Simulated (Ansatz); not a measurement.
**C₂H₆Cl₂Si (SMILES C[SiH2]C(Cl)Cl): density, localisation and related maps**

Input

```
crystal:
  periodic: [false, false, false]
  atoms:
    - { symbol: C, position_ang: [-0.9233, 1.0791, 0.5092] }
    - { symbol: Si, position_ang: [0.4954, -0.0029, 0.554] }
    - { symbol: C, position_ang: [0.5869, -1.1443, -0.8964] }
    - { symbol: Cl, position_ang: [1.97525, -0.86784, -1.81438] }
    - { symbol: Cl, position_ang: [0.47893, -2.84048, -0.36768] }
    - { symbol: H, position_ang: [-0.9533, 1.7743, -0.3952] }
    - { symbol: H, position_ang: [-0.9672, 1.7832, 1.3762] }
    - { symbol: H, position_ang: [-1.8681, 0.5728, 0.4783] }
    - { symbol: H, position_ang: [0.4592, -0.7547, 1.87] }
    - { symbol: H, position_ang: [1.7308, 0.8359, 0.6776] }
    - { symbol: H, position_ang: [-0.27821, -0.94634, -1.57112] }
basis:
  gaussian: { orbitals: def2-mTZVP }
hamiltonian:
  xc: pbe0
relax:
  f_tol: 0.015
  max_steps: 40
output:
  orbitals: {}
```

Launched as:

```sh
ansatz run input.yaml --threads 2 --pin off --max-ram 3072MiB --backend cpu --events-out ev --progress --plain --runs-dir out
```

The fields are those of the relaxed geometry.

These are results of RKS PBE0/def2-mTZVP in Ansatz 0.2.0, not measurements.

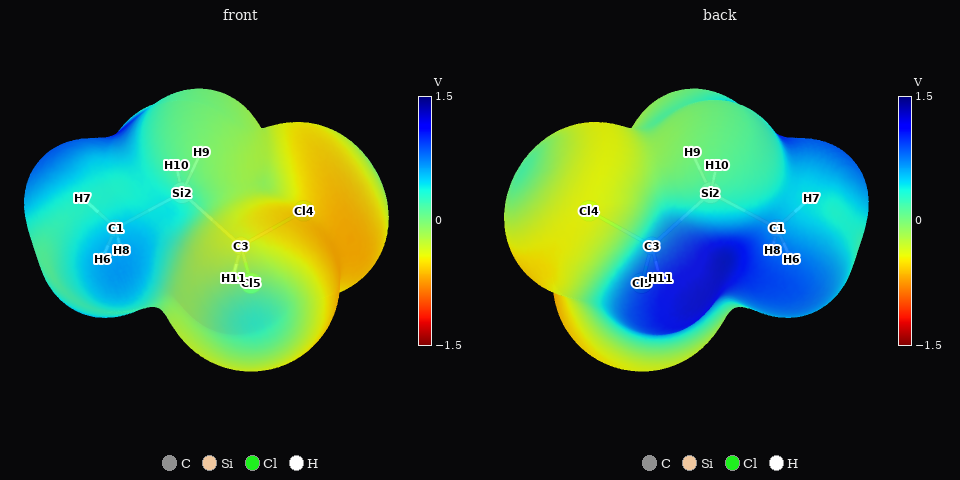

Figure 1. The molecular electrostatic potential painted on the density surface at 0.001 e/bohr³, seen from the front and from behind; the colour scale runs from red (negative) to blue (positive).

Describe the electrostatic potential map.

The most negative region (about −0.7 V) lies over Cl4 and Cl5, the most positive (about +1.2 V) over Si2 and H11. Cl4 shows a σ-hole: about +0.2 V at the tip opposite its bond, against about −0.4 V on its flanks. Cl5 shows a σ-hole: about +0.2 V at the tip opposite its bond, against about −0.3 V on its flanks.

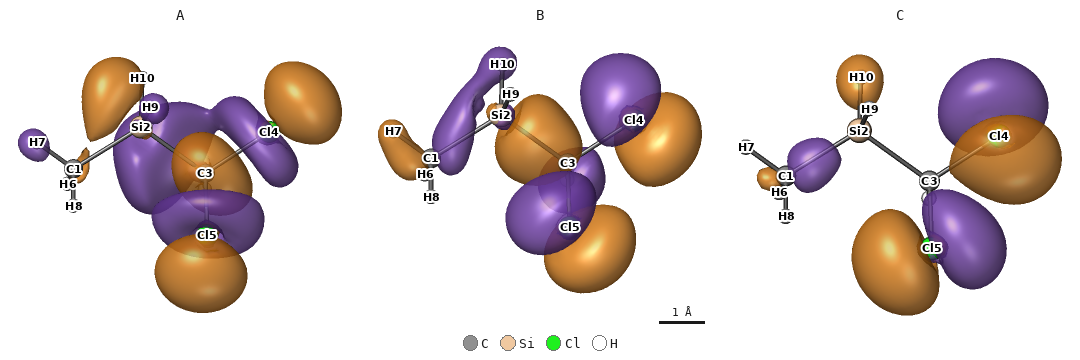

Figure 2. Three frontier orbitals at ±0.08 Å⁻³ᐟ² (orange and purple are the two phases), in no order.

Which picture is the HOMO−1, the HOMO and the LUMO?

C is the HOMO−1 (−8.73 eV). By Hirshfeld shares it lies mainly on Cl4 (about 50 %) and Cl5 (about 45 %); largely a combination of lone pairs on Cl4 and Cl5. B is the HOMO (−8.14 eV). By Hirshfeld shares it lies mainly on Cl4 (about 35 %), Cl5 (about 30 %), C3 (about 15 %) and Si2 (about 10 %). A is the LUMO (−0.29 eV). Its weight (Hirshfeld) is mainly on Cl5 (about 25 %), C3 (about 25 %), Cl4 (about 25 %) and Si2 (about 15 %).

What is the HOMO–LUMO gap?

7.85 eV between the orbital energies.

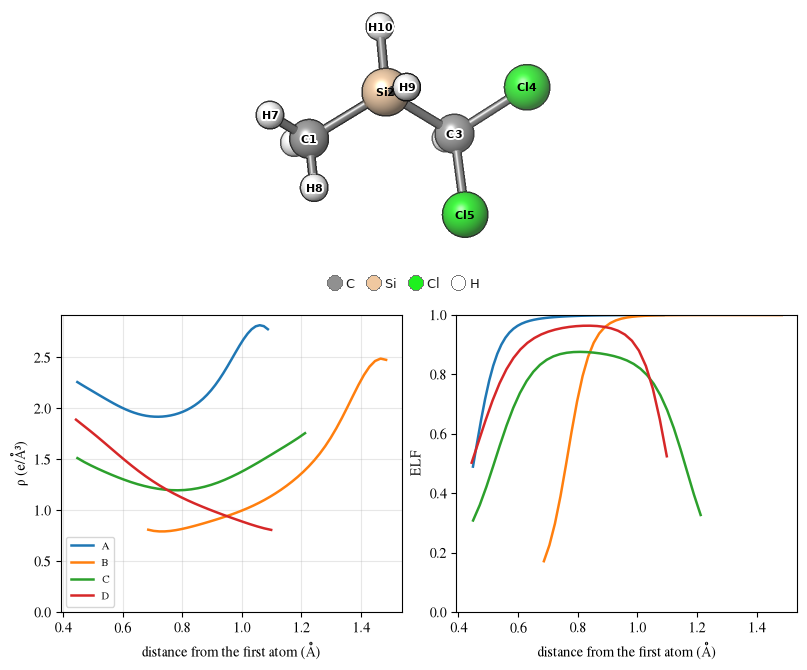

Figure 3. Total electron density and ELF along straight lines between neighbouring atoms. The curves leave out the atomic cores. The structure is drawn too.

Which curve belongs to which contact (C–Cl, C–H, C–Si and Si–H)? The first atom named is at distance zero.

Curve A: C–H (1.09 Å): the density is about 2.1 e/Å³ at the midpoint; the ELF climbs to about 1 towards the hydrogen, as it does in any bond to H; an ordinary covalent bond to hydrogen. Curve B: Si–H (1.48 Å): ρ at the midpoint is about 0.79 e/Å³; the ELF climbs to about 1 towards the hydrogen. Curve C: C–Cl (1.80 Å): the density is about 1.2 e/Å³ at the midpoint; the ELF peaks at about 0.90 between the atoms: a covalent bond. Curve D: C–Si (1.87 Å): the density is about 0.96 e/Å³ at the midpoint; the ELF peaks at about 0.95 between the atoms, as expected for a shared electron pair.
